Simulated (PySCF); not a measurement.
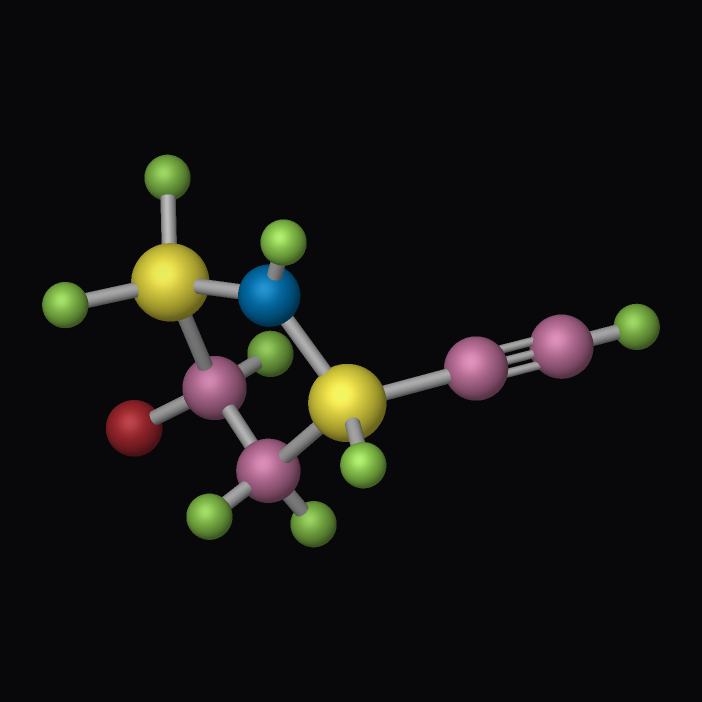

Rendered structure (ball-and-stick style). Multiple sticks mark multiple bonds (one Kekulé form). Colours: carbon pink, silicon yellow, fluorine red, nitrogen blue, hydrogen green.

Describe the molecule.

Formula C₄H₈FNSi₂. As SMILES it reads `C#C[Si@@H]1C[C@@H](F)[SiH2]N1`. Independent rings (smallest set): 1 of 5 members. Among its groups: alkyne, C–F bond, Si–H bond, Si–N bond. The point group is C1. Coordination: 2 C linear; 2 Si tetrahedral; 2 C tetrahedral; 1 N trigonal planar.

More results for the same structure follow; atom numbers are the same in all pictures, views and colours differ. The computed structure is the end point of a PBE0-D3(BJ)/def2-SVP optimisation. No frequency run is at hand to confirm it as a minimum.

## Shape

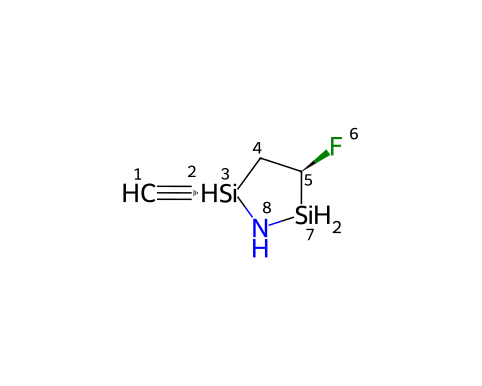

A structural formula, with wedges where it has stereocentres; small numbers name the atoms. The configuration is that of a computed structure (PBE0-D3(BJ)/def2-SVP).

Give the R/S and E/Z labels.

Si3: S; C5: S.

## Electronic properties

No frequency run is at hand to confirm it as a minimum. Level of theory: ωB97X-D/def2-SVPD in dimethylsulfoxide (IEF-PCM) (PySCF 2.14.0). Excitations: vertical, linear response.

Estimate the HOMO energy (Kohn–Sham orbital).

−9.40 eV.

Estimate the lowest vertical singlet excitation.

6.02 eV.

Estimate the mean static polarisability.

135.5 bohr³.

Give the brightest of the 6 lowest singlets at this level.

7.31 eV.

## Dipole moment

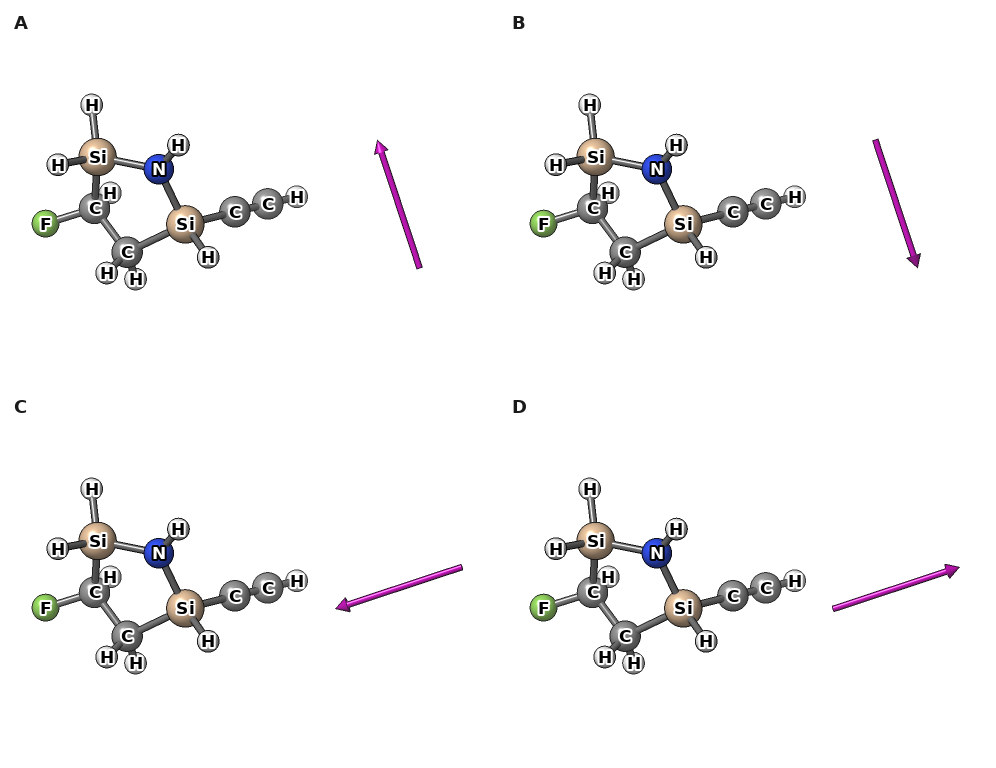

The same molecule four times, each with an arrow. No frequency run is at hand to confirm it as a minimum. Properties computed with ωB97X-D/def2-SVPD, gas phase (PySCF 2.14.0).

Which arrow points along the dipole moment, from the negative to the positive end?

D. The dipole moment is 2.36 D.

## Quadrupole coupling

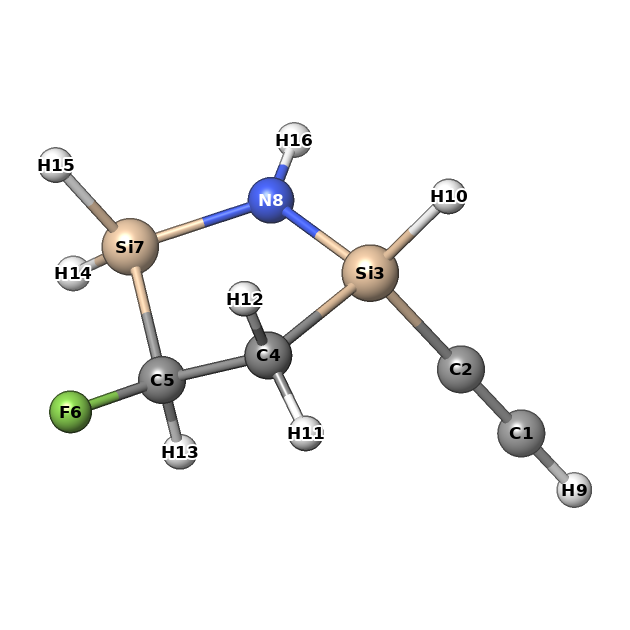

No frequency run is at hand to confirm it as a minimum. Electric field gradients from the ground-state density, PBE0/pcSseg-1 in chloroform (IEF-PCM) (PySCF 2.14.0), non-relativistic apart from any core potentials.

Give the largest field-gradient component, the quadrupole coupling constant and the asymmetry for 14N at N8 (Q = 20.44 mb), 2H at H9 (Q = 2.86 mb), 2H at H10 (Q = 2.86 mb), 2H at H11 (Q = 2.86 mb), 2H at H12 (Q = 2.86 mb).

```tsv
atom	V_zz (a.u.)	e²qQ/h (MHz)	η
N8	−0.731	−3.51	0.33
H9	0.333	0.224	0.00
H10	0.140	0.094	0.02
H11	0.293	0.197	0.04
H12	0.286	0.192	0.04
```
